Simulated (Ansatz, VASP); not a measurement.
**CuI (Marshite) in two plane-wave programs**

Aim: how closely do two programs agree when they are given the same cell, functional and k mesh? Valence electrons are named where the data sets of a main pair hold unlike numbers.

Method: plane waves, with VASP 6.6.1 beside it; band structure at PBE, spin-orbit coupling, in Ansatz 0.2.0.

The database entry behind the starting cell differs from later determinations by our own check (about 0.15 % long (mineral sample)), so it need not match the best structure at ambient conditions.

### Step 1. The starting structure

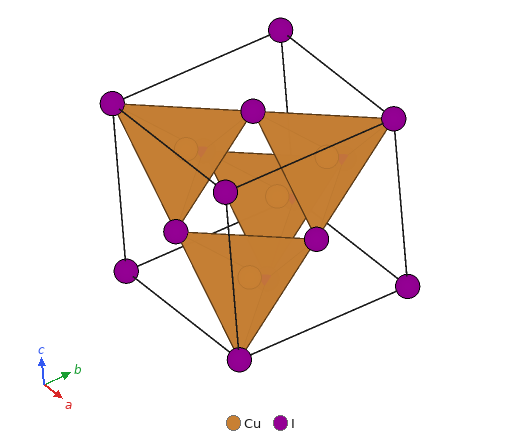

Start, viewed from a free direction; copper orange, iodine purple. This picture shows the conventional cell, with its axes. Bonds to atoms that aren't drawn are left out. Some periodic images of atoms are drawn too.

Structure file:

```cif
data_structure
_symmetry_space_group_name_H-M 'P 1'
_symmetry_Int_Tables_number 1
_cell_length_a 4.2872
_cell_length_b 4.2872
_cell_length_c 4.2872
_cell_angle_alpha 60.000
_cell_angle_beta 60.000
_cell_angle_gamma 60.000
_cell_volume 55.72
loop_
_atom_site_label
_atom_site_type_symbol
_atom_site_fract_x
_atom_site_fract_y
_atom_site_fract_z
_atom_site_occupancy
Cu1 Cu 0.25000 0.25000 0.25000 1
I2 I 0.00000 0.00000 0.00000 1
```

### Step 2. VASP: band structure, PBE, spin-orbit coupling

Levels along a path test the potential and the projectors away from the mesh points.

Lines of VASP's logs that name or quote its potential files are left out, and so is its time.

Input file INCAR:

```
SYSTEM = CuI
PREC = Accurate
ENCUT = 440
EDIFF = 1E-08
NELM = 100
ISMEAR = 0
SIGMA = 0.01
LREAL = .FALSE.
ALGO = Normal
GGA = PE
LNONCOLLINEAR = .TRUE.
MAGMOM = 0 0 0 0 0 0
NBANDS = 30
GGA_COMPAT = .FALSE.
LASPH = .TRUE.
LSORBIT = .TRUE.
LMAXMIX = 4
LORBIT = 11
LWAVE = .TRUE.
LCHARG = .FALSE.
KPAR = 8
```

Input file POSCAR:

```
CuI
1.0
    0.0000000000      3.0315000000      3.0315000000
    3.0315000000      0.0000000000      3.0315000000
    3.0315000000      3.0315000000      0.0000000000
Cu I
1 1
Direct
    0.2500000000      0.2500000000      0.2500000000
    0.0000000000      0.0000000000      0.0000000000
```

Input file KPOINTS:

```
Automatic mesh
0
Gamma
4 4 4
0 0 0
```

Input file KPOINTS_OPT:

```
Line mode
12
Line-mode
Reciprocal
  0.00000000   0.00000000   0.00000000 GAMMA
  0.50000000   0.00000000   0.50000000 X

  0.50000000   0.00000000   0.50000000 X
  0.50000000   0.25000000   0.75000000 W

  0.50000000   0.25000000   0.75000000 W
  0.37500000   0.37500000   0.75000000 K

  0.37500000   0.37500000   0.75000000 K
  0.00000000   0.00000000   0.00000000 GAMMA

  0.00000000   0.00000000   0.00000000 GAMMA
  0.50000000   0.50000000   0.50000000 L

  0.50000000   0.50000000   0.50000000 L
  0.62500000   0.25000000   0.62500000 U

  0.62500000   0.25000000   0.62500000 U
  0.50000000   0.25000000   0.75000000 W

  0.50000000   0.25000000   0.75000000 W
  0.50000000   0.50000000   0.50000000 L

  0.50000000   0.50000000   0.50000000 L
  0.37500000   0.37500000   0.75000000 K

  0.62500000   0.25000000   0.62500000 U
  0.50000000   0.00000000   0.50000000 X
```

Potentials, in the order of the species: Cu_GW and I_GW (PBE family, release 64).

Launch:

```bash
mpirun -np 8 vasp_ncl
```

Numbers of over 12 decimals in the logs are rounded to 6 here.

The program printed:

```text
[banner, memory and clock lines left out]
running    8 mpi-ranks, on    1 nodes
 distrk:  each k-point on    1 cores,    8 groups
 distr:  one band on    1 cores,    1 groups

 POSCAR found type information on POSCAR CuI
 POSCAR found :  2 types and       2 ions
|                                                                             |
|           W    W    AA    RRRRR   N    N  II  N    N   GGGG   !!!           |
|           W    W   A  A   R    R  NN   N  II  NN   N  G    G  !!!           |
|           W    W  A    A  R    R  N N  N  II  N N  N  G       !!!           |
|           W WW W  AAAAAA  RRRRR   N  N N  II  N  N N  G  GGG   !            |
|           WW  WW  A    A  R   R   N   NN  II  N   NN  G    G                |
|           W    W  A    A  R    R  N    N  II  N    N   GGGG   !!!           |
|                                                                             |
|     For optimal performance we recommend to set                             |
|       NCORE = 2 up to number-of-cores-per-socket                            |
|     NCORE specifies how many cores store one orbital (NPAR=cpu/NCORE).      |
|     This setting can greatly improve the performance of VASP for DFT.       |
|     The default, NCORE=1 might be grossly inefficient on modern             |
|     multi-core architectures or massively parallel machines. Do your        |
|     Unfortunately you need to use the default for GW and RPA                |
|     calculations (for HF NCORE is supported but not extensively tested      |
|     yet).                                                                   |
|                                                                             |

 LDA part: xc-table for (Slater+PW92), standard interpolation
 POSCAR, INCAR and KPOINTS ok, starting setup
 FFT: planning ... GRIDC
 FFT: planning ... GRID_SOFT
 FFT: planning ... GRID
 WAVECAR not read
 entering main loop
       N       E                     dE             d eps       ncg     rms          rms(c)
DAV:   1     0.121837066781E+03    0.12184E+03   -0.71460E+03   600   0.959E+02
DAV:   2     0.199486902545E+01   -0.11984E+03   -0.10543E+03   698   0.280E+02
DAV:   3    -0.547431645834E+01   -0.74692E+01   -0.73090E+01   760   0.722E+01
DAV:   4    -0.590391884046E+01   -0.42960E+00   -0.42872E+00   976   0.178E+01
DAV:   5    -0.591075961492E+01   -0.68408E-02   -0.68399E-02   770   0.216E+00    0.398E+00
DAV:   6    -0.584414772669E+01    0.66612E-01   -0.26099E+00   778   0.320E+01    0.605E+00
DAV:   7    -0.570726151693E+01    0.13689E+00   -0.56831E-01   778   0.184E+01    0.194E+00
DAV:   8    -0.570684604874E+01    0.41547E-03   -0.75702E-02   906   0.439E+00    0.542E-01
DAV:   9    -0.570439215064E+01    0.24539E-02   -0.10856E-02   940   0.210E+00    0.163E-01
DAV:  10    -0.570453980648E+01   -0.14766E-03   -0.12861E-03   936   0.466E-01    0.480E-02
DAV:  11    -0.570461254517E+01   -0.72739E-04   -0.31603E-04   758   0.297E-01    0.144E-02
DAV:  12    -0.570461446204E+01   -0.19169E-05   -0.24239E-05   784   0.105E-01    0.427E-03
DAV:  13    -0.570461608104E+01   -0.16190E-05   -0.28669E-06   786   0.133E-02    0.299E-03
DAV:  14    -0.570461639771E+01   -0.31667E-06   -0.55624E-07   768   0.619E-03    0.968E-04
DAV:  15    -0.570461645478E+01   -0.57070E-07   -0.34321E-08   856   0.168E-03    0.317E-04
DAV:  16    -0.570461650698E+01   -0.52199E-07   -0.35684E-09   562   0.989E-04    0.736E-05
DAV:  17    -0.570461650591E+01    0.10748E-08   -0.23869E-09   512   0.469E-04
   1 F= -.57046165E+01 E0= -.57046165E+01  d E =-.779175E-48  mag=     0.0000    -0.0000     0.0000
 Start KPOINTS_OPT (optional k-point list driver)
k-point batch [1-10\120]
       N       E                     dE             ncg
DAV:   1     0.141290290305E+04   -0.52036E+03      600
DAV:   2     0.172500993738E+03   -0.12404E+04      692
DAV:   3     0.891457847263E+02   -0.83355E+02      744
DAV:   4     0.840141702490E+02   -0.51316E+01     1008
DAV:   5     0.839547513911E+02   -0.59419E-01      764
DAV:   6     0.839525126236E+02   -0.22388E-02      944
DAV:   7     0.839524582506E+02   -0.54373E-04      812
DAV:   8     0.839524560731E+02   -0.21774E-05      908
DAV:   9     0.839524560069E+02   -0.66242E-07      772
DAV:  10     0.839524560035E+02   -0.34312E-08      580
[...]
k-point batch [111-120\120]
       N       E                     dE             ncg
DAV:   1     0.125312507804E+04   -0.41244E+04      600
DAV:   2     0.824049229219E+02   -0.11707E+04      698
DAV:   3     0.204041271583E+02   -0.62001E+02      808
DAV:   4     0.170349392912E+02   -0.33692E+01      990
DAV:   5     0.169867347783E+02   -0.48205E-01      760
DAV:   6     0.169848888735E+02   -0.18459E-02      964
DAV:   7     0.169848203461E+02   -0.68527E-04      786
DAV:   8     0.169848182170E+02   -0.21291E-05      958
DAV:   9     0.169848181652E+02   -0.51731E-07      750
DAV:  10     0.169848181629E+02   -0.23894E-08      670
 writing wavefunctions
```

OUTCAR, selected parts (step 2):

```text
ion  position               nearest neighbor table
   1  0.250  0.250  0.250-   2 2.63   2 2.63   2 2.63   2 2.63
   2  0.000  0.000  0.000-   1 2.63   1 2.63   1 2.63   1 2.63

  LATTYP: Found a face centered cubic cell.
 ALAT       =     6.0630000000

 Subroutine GETGRP returns: Found 24 space group operations
 (whereof 24 operations were pure point group operations)

The static configuration has the point symmetry T_d .

 Found     10 irreducible k-points:

   k-points           NKPTS =     10   k-points in BZ     NKDIM =     10   number of bands    NBANDS=     30

   dimension x,y,z NGX =    30 NGY =   30 NGZ =   30
   dimension x,y,z NGXF=    60 NGYF=   60 NGZF=   60

   ENCUT  =  440.0 eV  32.34 Ry    5.69 a.u.   7.33  7.33  7.33*2*pi/ulx,y,z

   NELECT =      18.0000    total number of electrons

 k-points in reciprocal lattice and weights: Automatic mesh
   0.00000000  0.00000000  0.00000000       0.016
   0.25000000  0.00000000  0.00000000       0.062
  -0.25000000  0.00000000  0.00000000       0.062
   0.50000000  0.00000000  0.00000000       0.062
   0.25000000  0.25000000  0.00000000       0.094
   0.50000000  0.25000000  0.00000000       0.188
   0.50000000 -0.25000000  0.00000000       0.188
  -0.25000000  0.25000000  0.00000000       0.188
   0.50000000  0.50000000  0.00000000       0.047
  -0.25000000  0.50000000  0.25000000       0.094

 average (electrostatic) potential at core
       1 -54.6220       2 -92.7332

 E-fermi :   4.2375

 k-point     1 :       0.0000    0.0000    0.0000
  band No.  band energies     occupation
    ...
     14       3.7140      1.00000
     15       4.1365      1.00000
     16       4.1365      1.00000
     17       4.1365      1.00000
     18       4.1365      1.00000
     19       5.0876      0.00000
     20       5.0876      0.00000
     21       8.7997      0.00000
     22       8.7997      0.00000
     23       8.8820      0.00000
    ...

 k-point     2 :       0.2500    0.0000    0.0000
  band No.  band energies     occupation
    ...
     14       2.7226      1.00000
     15       3.5146      1.00000
     16       3.5146      1.00000
     17       3.6866      1.00000
     18       3.7520      1.00000
     19       6.2287      0.00000
     20       6.2287      0.00000
     21       9.3488      0.00000
     22       9.3488      0.00000
     23       9.4345      0.00000
    ...

 k-point     3 :      -0.2500    0.0000    0.0000
  band No.  band energies     occupation
    ...
     14       2.7226      1.00000
     15       3.5146      1.00000
     16       3.5146      1.00000
     17       3.6866      1.00000
     18       3.7520      1.00000
     19       6.2287      0.00000
     20       6.2287      0.00000
     21       9.3488      0.00000
     22       9.3488      0.00000
     23       9.4345      0.00000
    ...

  Total        0.1230946      0.1230946      0.1230946      0.0000000      0.0000000      0.0000000
  in kB        3.5395406      3.5395406      3.5395406      0.0000000      0.0000000      0.0000000
  external PRESSURE =       3.5395406 kB  Pullay stress =       0.0000000 kB

  energy-cutoff  :      440.00
  volume of cell :       55.72
      direct lattice vectors                 reciprocal lattice vectors
     0.000000000  3.031500000  3.031500000    -0.164934851  0.164934851  0.164934851
     3.031500000  0.000000000  3.031500000     0.164934851 -0.164934851  0.164934851
     3.031500000  3.031500000  0.000000000     0.164934851  0.164934851 -0.164934851

 POSITION                                       TOTAL-FORCE (eV/Angst)
 -----------------------------------------------------------------------------------
      1.51575      1.51575      1.51575         0.000000      0.000000      0.000000
      0.00000      0.00000      0.00000        -0.000000     -0.000000     -0.000000
 -----------------------------------------------------------------------------------
    total drift:                                0.000000      0.000000      0.000000

  FREE ENERGIE OF THE ION-ELECTRON SYSTEM (eV)
  ---------------------------------------------------
  free  energy   TOTEN  =        -5.7046165059 eV

  energy  without entropy=       -5.7046165059  energy(sigma->0) =       -5.70461651

 Spin-Orbit-Coupling matrix elements
 Ion:    1  E_soc:     -0.0112818
 Ion:    2  E_soc:     -0.3157466

 total charge
# of ion       s       p       d       f       tot
--------------------------------------------------
    1        0.321   0.259   9.276   0.004   9.859
    2        1.591   3.104   0.068   0.000   4.763
--------------------------------------------------
tot          1.911   3.363   9.345   0.004  14.622

 magnetization (x)
# of ion       s       p       d       f       tot
--------------------------------------------------
    1        0.000   0.000  -0.000   0.000   0.000
    2        0.000   0.000  -0.000   0.000   0.000
--------------------------------------------------
tot          0.000   0.000  -0.000   0.000   0.000

 magnetization (y)
# of ion       s       p       d       f       tot
--------------------------------------------------
    1       -0.000   0.000  -0.000   0.000  -0.000
    2        0.000  -0.000   0.000   0.000  -0.000
--------------------------------------------------
tot         -0.000  -0.000  -0.000   0.000  -0.000

 magnetization (z)
# of ion       s       p       d       f       tot
--------------------------------------------------
    1        0.000   0.000  -0.000  -0.000   0.000
    2       -0.000  -0.000   0.000   0.000  -0.000
--------------------------------------------------
tot          0.000   0.000  -0.000  -0.000   0.000

[... 3 further parts left out ...]
```

The run ends at a pressure of 0.35 GPa.

(Part 1 of 2 ends here.)

[Lines on the potential files, build, host, timing and source positions are cut from VASP's logs without a mark.]

[Logs are printed without paths, hosts, clocks, repeated set-up lines and the standing remarks that a program may print on its own settings, such as how far it seeks lower states.]

[Hosts, paths, dates, database ids (printed as entryN), source tags and the programs' standing remarks are cut or masked in the printed files.]
